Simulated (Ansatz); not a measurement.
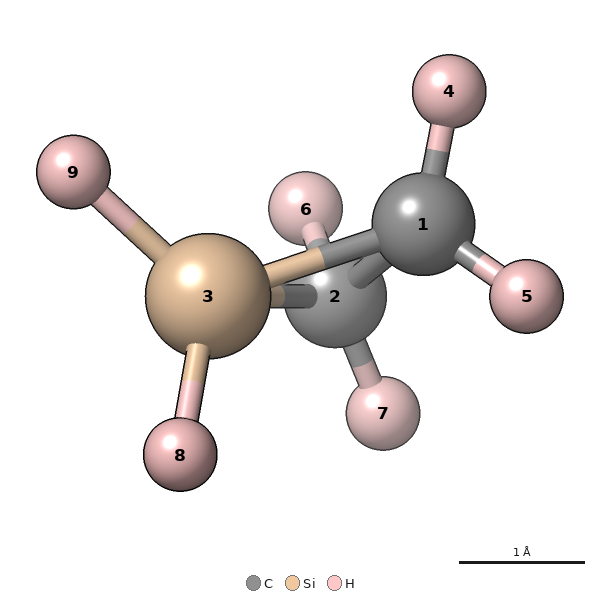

Simulated data, not a measurement (program: Ansatz).

Orthographic view. Depth is shown by fading: the farther an atom, the more it takes the colour of the background. Charge +1, doublet. Geometry: the geometry of the neutral molecule.

Give the geometry as a Z-matrix, atoms in numerical order, with these reference atoms: 2 to 1; 3 to 2, 1; 4 to 1, 2, 3; 5 to 1, 4, 2; 6 to 2, 1, 4; 7 to 2, 6, 1; 8 to 3, 2, 7; 9 to 3, 8, 1.

```
C  
C    1   1.543
Si   2   1.847   1    65.3
H    1   1.085   2   116.3   3  -111.8
H    1   1.085   4   112.7   2   137.9
H    2   1.085   1   116.3   4    -0.1
H    2   1.085   6   112.7   1  -137.9
H    3   1.478   2   119.3   7     2.7
H    3   1.478   8   114.8   1  -151.4
```
